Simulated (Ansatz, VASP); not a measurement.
# TiB2 in two plane-wave programs

Wanted: the spread between two codes on one cell, functional and k mesh. The structure shown is the end of the VASP relaxation below.

Calculated with Ansatz 0.2.0; plane waves, with VASP 6.6.1 beside it; single point at PBEsol with D3(BJ).

## Step 1: The structure

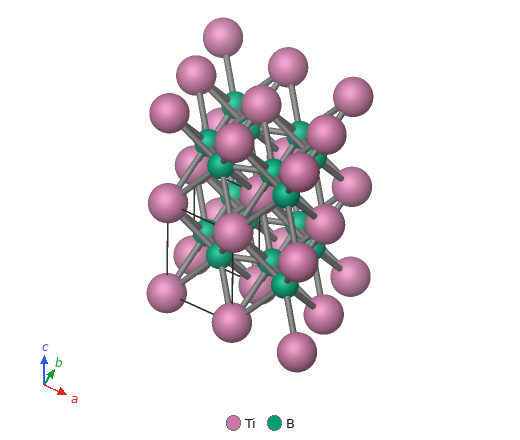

The starting structure, seen slightly off an axis (titanium pink, boron teal). 2×2×2 cells are drawn. Some periodic images of atoms are drawn too.

Structure file:

```
Ti B
1.0
     2.98228    0.00000    0.00000
    -1.49114    2.58273    0.00000
     0.00000    0.00000    3.12665
Ti B
1 2
Cartesian
  0.0000 0.0000 0.0000
  1.4911 0.8609 1.5633
  0.0000 1.7218 1.5633
```

## Step 2: VASP: relaxation, PBEsol with D3(BJ)

This run makes the geometry at which the two programs are then compared.

Lines of VASP's logs that name or quote its potential files are left out, and so is its time.

Input file INCAR:

```
SYSTEM = TiB2
PREC = Accurate
ENCUT = 450
EDIFF = 1E-06
NELM = 100
ISMEAR = 0
SIGMA = 0.05
LREAL = .FALSE.
ALGO = Normal
GGA = PS
IVDW = 12
NBANDS = 15
LORBIT = 11
LWAVE = .FALSE.
LCHARG = .FALSE.
KPAR = 4
IBRION = 2
NSW = 30
ISIF = 4
EDIFFG = -0.01
```

Input file POSCAR:

```
TiB2
1.0
    2.9799559424      0.0000000000      0.0000000000
   -1.4899779711      2.5807175481      0.0000000000
    0.0000000000      0.0000000000      3.1315359071
Ti B
1 2
Direct
    0.0000000000      0.0000000000      0.0000000000
    0.6666666667      0.3333333333      0.5000000000
    0.3333333333      0.6666666667      0.5000000000
```

Input file KPOINTS:

```
Automatic mesh
0
Gamma
12 12 10
0 0 0
```

Potentials, in the order of the species: Ti_sv and B (PBE family, release 64).

Command:

```bash
$ mpirun -np 4 vasp_std
```

Numbers of over 12 decimals in the logs are rounded to 6 here.

Log:

```text
[banner, memory and clock lines left out]
running    4 mpi-ranks, on    1 nodes
 distrk:  each k-point on    1 cores,    4 groups
 distr:  one band on    1 cores,    1 groups

 POSCAR found type information on POSCAR TiB
 POSCAR found :  2 types and       3 ions
|                                                                             |
|               ----> ADVICE to this user running VASP <----                  |
|                                                                             |
|     You enforced a specific xc type in the INCAR file but a different       |
|     [... a line on the potential file left out ...]
|     I HOPE YOU KNOW WHAT YOU ARE DOING!                                     |
|                                                                             |

 LDA part: xc-table for (Slater+PW92), standard interpolation
 POSCAR, INCAR and KPOINTS ok, starting setup
 FFT: planning ... GRIDC
 FFT: planning ... GRID_SOFT
 FFT: planning ... GRID
 WAVECAR not read
 entering main loop
       N       E                     dE             d eps       ncg     rms          rms(c)
DAV:   1     0.114529688096E+03    0.11453E+03   -0.82957E+03  3420   0.126E+03
DAV:   2    -0.240178953221E+02   -0.13855E+03   -0.13403E+03  3595   0.343E+02
DAV:   3    -0.306592745575E+02   -0.66414E+01   -0.65772E+01  4894   0.752E+01
DAV:   4    -0.308372330766E+02   -0.17796E+00   -0.17787E+00  4116   0.107E+01
DAV:   5    -0.308414484825E+02   -0.42154E-02   -0.42153E-02  5082   0.142E+00    0.187E+01
DAV:   6    -0.257189825099E+02    0.51225E+01   -0.19869E+01  4663   0.532E+01    0.418E+00
DAV:   7    -0.257439696077E+02   -0.24987E-01   -0.10640E+00  3679   0.115E+01    0.383E+00
DAV:   8    -0.257493881399E+02   -0.54185E-02   -0.79484E-02  5445   0.234E+00    0.684E-01
DAV:   9    -0.257491213613E+02    0.26678E-03   -0.20422E-02  4197   0.195E+00    0.177E-01
DAV:  10    -0.257490982608E+02    0.23101E-04   -0.38271E-03  4246   0.838E-01    0.165E-01
DAV:  11    -0.257488848750E+02    0.21339E-03   -0.39519E-04  4402   0.230E-01    0.673E-02
DAV:  12    -0.257488701254E+02    0.14750E-04   -0.60324E-05  4702   0.890E-02    0.210E-02
DAV:  13    -0.257488701560E+02   -0.30507E-07   -0.53551E-06  3834   0.225E-02
   1 F= -.26928290E+02 E0= -.26927880E+02  d E =-.269283E+02
 curvature:   0.00 expect dE= 0.000E+00 dE for cont linesearch  0.000E+00
 trial: gam= 0.00000 g(F)=  0.340E-51 g(S)=  0.227E-03 ort = 0.000E+00 (trialstep = 0.100E+01)
 search vector abs. value=  0.227E-03
 bond charge predicted
       N       E                     dE             d eps       ncg     rms          rms(c)
DAV:   1    -0.257492312660E+02   -0.36114E-03   -0.13591E-02  3980   0.169E+00    0.120E-01
DAV:   2    -0.257490438430E+02    0.18742E-03   -0.62736E-04  3534   0.263E-01    0.698E-02
DAV:   3    -0.257489704655E+02    0.73378E-04   -0.87181E-05  4524   0.114E-01    0.217E-02
DAV:   4    -0.257489617107E+02    0.87548E-05   -0.16126E-05  3992   0.457E-02    0.311E-03
DAV:   5    -0.257489613839E+02    0.32679E-06   -0.11110E-06  2706   0.124E-02
   2 F= -.26928397E+02 E0= -.26928036E+02  d E =-.106785E-03
 trial-energy change:   -0.000107  1 .order   -0.000111   -0.000227    0.000006
 step:   0.9763(harm=  0.9763)  dis= 0.00000  next Energy=   -26.928401 (dE=-0.111E-03)
 reached required accuracy - stopping structural energy minimisation
```

OUTCAR, selected parts (step 2):

```text
ion  position               nearest neighbor table
   1  0.000  0.000  0.000-   2 2.33   3 2.33   2 2.33   3 2.33   3 2.33   3 2.33   2 2.33   2 2.33
                             2 2.33   2 2.33   3 2.33   3 2.33
   2  0.667  0.333  0.500-   3 1.72   3 1.72   3 1.72   1 2.33   1 2.33   1 2.33   1 2.33   1 2.33
                             1 2.33
   3  0.333  0.667  0.500-   2 1.72   2 1.72   2 1.72   1 2.33   1 2.33   1 2.33   1 2.33   1 2.33
                             1 2.33

  LATTYP: Found a hexagonal cell.
 ALAT       =     2.9799559424
 C/A-ratio  =     1.0508665120

 Subroutine GETGRP returns: Found 24 space group operations
 (whereof 24 operations were pure point group operations)

The static configuration has the point symmetry D_6h.

 Found    114 irreducible k-points:

   k-points           NKPTS =    114   k-points in BZ     NKDIM =    114   number of bands    NBANDS=     15

   dimension x,y,z NGX =    24 NGY =   24 NGZ =   24
   dimension x,y,z NGXF=    48 NGYF=   48 NGZF=   48

   ENCUT  =  450.0 eV  33.07 Ry    5.75 a.u.   5.15  5.15  5.42*2*pi/ulx,y,z

   NELECT =      18.0000    total number of electrons

 k-points in reciprocal lattice and weights: Automatic mesh
   0.00000000  0.00000000  0.00000000       0.001
   0.08333333 -0.00000000  0.00000000       0.004
   0.16666667  0.00000000  0.00000000       0.004
   0.25000000 -0.00000000  0.00000000       0.004
   0.33333333  0.00000000  0.00000000       0.004
   0.41666667 -0.00000000  0.00000000       0.004
   0.50000000 -0.00000000  0.00000000       0.002
   0.08333333  0.08333333  0.00000000       0.004
   0.16666667  0.08333333  0.00000000       0.008
[...]
0.33333333  0.25000000  0.50000000       0.008
   0.33333333  0.33333333  0.50000000       0.001

 Edisp (eV)   -1.17942

 average (electrostatic) potential at core
       1 -69.8032       2 -21.6427       3 -21.6427

 E-fermi :  10.6293

 k-point     1 :       0.0000    0.0000    0.0000
  band No.  band energies     occupation
    ...
      5      -3.1736      2.00000
      6       7.7698      2.00000
      7       7.7698      2.00000
      8       8.3473      2.00000
      9       8.4873      2.00000
     10      12.7098      0.00000
     11      12.7098      0.00000
     12      14.7130      0.00000
     13      14.7130      0.00000
     14      16.5384      0.00000
    ...

 k-point     2 :       0.0833   -0.0000    0.0000
  band No.  band energies     occupation
    ...
      5      -3.0334      2.00000
      6       7.3907      2.00000
      7       7.7565      2.00000
      8       8.3501      2.00000
      9       8.4137      2.00000
     10      12.6669      0.00000
     11      12.9735      0.00000
     12      14.1021      0.00000
     13      14.1962      0.00000
     14      17.1702      0.00000
    ...

 k-point     3 :       0.1667    0.0000    0.0000
  band No.  band energies     occupation
    ...
      5      -2.6234      2.00000
      6       6.4174      2.00000
      7       7.6998      2.00000
      8       8.0448      2.00000
      9       8.5612      2.00000
     10      12.5518      0.00000
     11      13.2835      0.00000
     12      13.6002      0.00000
     13      13.6061      0.00000
     14      17.9564      0.00000
    ...

 Edisp (eV)   -1.17944

  Total       0.63258     0.63258     0.63612     0.00000     0.00000     0.00000
  in kB      42.08431    42.08431    42.31970     0.00000     0.00000     0.00000
  external pressure =       42.16 kB  Pullay stress =        0.00 kB

  energy-cutoff  :      450.00
  volume of cell :       24.08
      direct lattice vectors                 reciprocal lattice vectors
     2.982280987  0.000000000  0.000000000     0.335313810  0.193593518 -0.000000000
    -1.491140493  2.582731096  0.000000000    -0.000000000  0.387187037 -0.000000000
     0.000000000  0.000000000  3.126654997     0.000000000 -0.000000000  0.319830618

 POSITION                                       TOTAL-FORCE (eV/Angst)
 -----------------------------------------------------------------------------------
      2.98228      0.00000      0.00000        -0.000000     -0.000000      0.000000
      1.49114      0.86091      1.56333        -0.000000     -0.000000      0.000000
     -0.00000      1.72182      1.56333         0.000000      0.000000     -0.000000
 -----------------------------------------------------------------------------------
    total drift:                                0.000000      0.000000     -0.000000

  FREE ENERGIE OF THE ION-ELECTRON SYSTEM (eV)
  ---------------------------------------------------
  free  energy   TOTEN  =       -26.9283968195 eV

  energy  without entropy=      -26.9276757401  energy(sigma->0) =      -26.92803628

 reached required accuracy - stopping structural energy minimisation

 total charge
# of ion       s       p       d       tot
------------------------------------------
    1        2.192   6.246   2.121  10.559
    2        0.699   1.376   0.000   2.075
    3        0.699   1.376   0.000   2.075
--------------------------------------------------
tot          3.590   8.998   2.121  14.710

[... 3 further parts left out ...]
```

## Step 3: Ansatz: single point, PBEsol with D3(BJ)

Ansatz runs on its default PAW (the set named soft_2) files.

The same cell, functional, mesh and smearing now go to Ansatz, which takes its cutoff from its data sets.

Input file input.yaml:

```yaml
crystal:
  lattice:
    - [2.98228099, 0.0, 0.0]
    - [-1.49114049, 2.5827311, 0.0]
    - [0.0, 0.0, 3.126655]
  atoms:
    - { symbol: Ti, position: [0.0, 0.0, 0.0] }
    - { symbol: B, position: [0.66666667, 0.33333333, 0.5] }
    - { symbol: B, position: [0.33333333, 0.66666667, 0.5] }
hamiltonian:
  xc: pbesol
  pseudopotentials: { kind: paw }
  dispersion: d3bj
kpoints:
  mp_grid: { grid: [12, 12, 10] }
scf:
  occupations: { method: gaussian, width: 0.05 }
  n_extra_bands: 4
output:
  forces: true
  stress: true
  eigenvalues: true
```

Command:

```bash
$ ansatz run input.yaml --threads 2 --pin off --max-ram 4608MiB --backend cpu --events-out ev --progress --plain --runs-dir out
```

Log:

```text
scf.n_extra_bands = 4 over 9 filled bands (N_el = 18.0): the run solves 13 bands
Engine: ansatz 0.2.0, x86_64-unknown-linux-gnu
Pseudopotentials: kind: paw
Pseudopotential: Ti, paw, valence charge 12, recommended cutoff 420 eV (normal), Ti.paw.azcp
Pseudopotential: B, paw, valence charge 3, recommended cutoff 420 eV (normal), B.paw.azcp
Functional definition: PBEsol
  exchange = pbesol_x
  correlation = pbesol_c
Crystal: 3 atoms, lattice volume = 24.083 Å³
Basis set: ecut = 420 eV, 455 PW (Γ), exchange–correlation on 40×40×48 points (8 copies of the dense FFT grid, shifted against one another)
Bands: 13, of which v1, the nominal top of the filled ones, is band 9 counted from 1 (8 counted from 0)
Symmetry: 24 space group operations
Space group: P6/mmm (ITA 191), of the structure as read, at distance tolerance 2.9e-5 Å
k-points: 114 of 1440
Non-local potential: Ti, projectors of the file, l = 0: 3, l = 1: 2, l = 2: 3, l = 3: 1
Non-local potential: B, projectors of the file, l = 0: 2, l = 1: 2, l = 2: 1
PAW form: soft (Blöchl's): semilocal exchange-correlation on the pseudo side does not see the compensation charge
PAW frozen core: Ti, regenerated for the run's functional, and the local potential with it (the file was generated under x = pbe(κ = 0.804, μ = 0.219515), c = pbe(β = 0.066725))
PAW frozen core: B, regenerated for the run's functional, and the local potential with it (the file was generated under x = pbe(κ = 0.804, μ = 0.219515), c = pbe(β = 0.066725))
PAW one-centre angular grid: Ti, 590 points (default); XC on 64 Gauss nodes
PAW one-centre angular grid: B, 110 points (default); XC on 64 Gauss nodes
Initial density: superposition of atomic densities (neutral atoms: chi_scale 0, normalization atom), corrected by the library's trained network
Initial wavefunctions: pseudopotential atomic-orbital guess
Functional: x = pbesol(κ = 0.804, μ = 0.123457), c = pbesol(β = 0.046)
SCF iter   1: F=—  HF=-2783.769467 eV  |F-HF|=—  |Δ(HF+E_count)|=         —  Δρ=7.02e-3  dr2=9.30e-3  ethr=1.77e-3  ⟨swp⟩=4.6  Hψ=7095  notcnv=0
preconditioner: auto → none  [metal: Δε(μ)=0.045 eV  Ē_g=8.558 eV  σ=0.050 eV  W_gap=0.47  n_scr=8 (ndim 8)  ℏωp=23.9 eV  f_vac=0.000  D(μ)=0.58/eV (n_scr^D=2)  sad-step TF]
SCF iter   2: F=—  HF=-2783.766383 eV  |F-HF|=—  |Δ(HF+E_count)|=   3.08e-3  Δρ=3.50e-3  dr2=2.94e-3  ethr=5.17e-5  ⟨swp⟩=2.8  Hψ=3445  notcnv=0  defer=1
SCF iter   3: F=—  HF=-2783.765224 eV  |F-HF|=—  |Δ(HF+E_count)|=   1.16e-3  Δρ=3.18e-4  dr2=2.30e-5  ethr=1.63e-5  ⟨swp⟩=2.0  Hψ=2501  notcnv=0  defer=1
SCF iter   4: F=—  HF=-2783.765240 eV  |F-HF|=—  |Δ(HF+E_count)|=   1.65e-5  Δρ=5.46e-5  dr2=5.85e-7  ethr=1.28e-7  ⟨swp⟩=2.9  Hψ=2418  notcnv=0  defer=1
iter 5 did not close the SCF: its close was put off for the readings that it lacked (scf_convergence_deferred on its scf_iter line)
SCF iter   5: F=-2783.765240 eV  HF=-2783.765240 eV  |F-HF|=4.13e-9  |Δ(HF+E_count)|=   2.91e-8  Δρ=7.07e-6  dr2=9.56e-9  ethr=3.25e-9  ⟨swp⟩=2.8  Hψ=2337  notcnv=0  defer=1
SCF iter   6: F=-2783.765240 eV  HF=-2783.765240 eV  |F-HF|=7.64e-11  |Δ(HF+E_count)|=   1.48e-9  Δρ=9.97e-7  dr2=1.12e-10  ethr=5.31e-11  ⟨swp⟩=1.9  Hψ=4624  notcnv=0
SCF 1 converged in 6 iterations: F = -2783.765240 eV  dr2 = 1.12e-10
  greatest PAW one-centre occupation: 0.999 electrons in one spin orbital (limit 2), on the Ti atom at site 0 (counted from 0), in its partial waves of l = 0
SCF converged after 6 iterations
Free energy (F): -2783.765240 eV
Harris-Foulkes:  -2783.765240 eV  (|F-HF|=7.64e-11)
Internal energy: -2783.764520 eV  (E = F + TS)
E sigma→0 (E₀):  -2783.764880 eV
Entropy (-TS):   -0.000721 eV (-0.240 meV/atom)
Fermi energy:    16.143427 eV
--- Per-component energies (eV) ---
  E_band       = -75.236740
  E_kinetic    = 380.908437
  E_local      = -751.468303  (includes V_loc(G=0)·N_el)
  E_nonlocal   = 30.467135
  E_hartree    = 322.781147
  E_xc         = -165.808706
  E_vxc        = -204.482531  (∫ρ·V_xc dr)
  E_paw        = -1173.709925  (= ΣΔE_a)
  E_vpaw       = -176.224048  (= ΣTr[D̂ρ^β])
  E_aug_tail   = 0.000123  (compensation charges beyond the density's cutoff)
  E_ewald      = -1425.923474
  E_disp       = -1.179759  (pairwise vdW)
  E_core_change = 0.168806  (= ΣΔE_core)
  E_smearing   = -0.000721  (= −TS)
  E_closure    = 0.000000  (closes the sum)
  Σ components = -2783.765240   (vs F -2783.765240, Δ=0.00e0)
--- Forces (eV/Å), atoms counted from 1 ---
  atom   1  Ti     0.00000000     0.00000000     0.00000000
  atom   2  B     -0.00000000     0.00000000     0.00000000
  atom   3  B      0.00000000    -0.00000000     0.00000000
  max |Σ_I F_I| component: 1.85e-17 eV/Å
--- Stress (GPa, compression-positive) ---
        3.866465       0.000000       0.000000
        0.000000       3.866465       0.000000
        0.000000       0.000000       4.082889
  P = ⅓ Tr σ = 3.9386 GPa (39.386 kbar)
--- Band table (eV; the first three rows and the last of 114) ---
  k-point 0: bands = [... 5 lower, 13.2752, 13.2752, 13.8581, 13.9979, 18.2330, 18.2330, 20.2266, 20.2266]
  k-point 1: bands = [... 5 lower, 12.6019, 13.3901, 13.3901, 15.1237, 17.8349, 17.8349, 19.9629, 19.9629]
  k-point 2: bands = [... 5 lower, 11.2066, 13.7309, 13.7309, 16.1929, 17.0824, 17.0824, 19.2534, 19.2534]
  k-point 113: bands = [... 5 lower, 7.3206, 10.3237, 12.8264, 12.8264, 18.9763, 20.9324, 20.9324, 21.0586]
```

Wall time 2.3 s (2 threads of Intel Xeon at 2.60GHz (Ice Lake), shared host); peak memory 0.39 GiB; 1.9 s of CPU time.

The run ends at a pressure of 3.94 GPa.

## Step 4: Differences

Known differences besides the PAW data sets themselves: the cutoff is 420 eV in Ansatz and 450 eV in VASP; Ansatz makes its cores anew for this functional, VASP keeps those of its PBE data sets; VASP leaves aspherical gradient terms in its spheres out (LASPH is not set), Ansatz keeps them. Total energies have different zeros and are not compared.

The two programs side by side:

```csv
quantity,Ansatz,VASP,difference
pressure (GPa),3.94,4.22,-0.28
```

Ansatz's pressure holds a Pulay correction of 0.23 GPa; VASP's holds none.

## Step 5: What moves the difference

An all-electron run, which needs no data sets, serves as referee.

```csv
run,difference in pressure (GPa)
as above,-0.28
Ansatz's all-electron LAPW method,-0.31
```

## Step 6: What came out

* difference in pressure (single point, PBEsol with D3(BJ), volume scaled by 0.985): -0.28 GPa

The difference in pressure is -0.28 GPa (single point, PBEsol with D3(BJ)), within the 1 GPa picked in this series as the mark of a large difference. For single point, PBEsol with D3(BJ): no further run halves the difference in pressure; only Ansatz's side was varied. The all-electron run, which needs no data set, lies 0.31 GPa from VASP and 0.037 GPa from Ansatz's PAW result, so it sides with Ansatz. Differences of this kind measure data sets and numerical settings, not the functional's error against experiment.

[Lines on the potential files, build, host, timing and source positions are cut from VASP's logs without a mark.]

[Logs are printed without paths, hosts, clocks, repeated set-up lines and the standing remarks that a program may print on its own settings, such as how far it seeks lower states.]

[Hosts, paths, dates, database ids (printed as entryN), source tags and the programs' standing remarks are cut or masked in the printed files.]
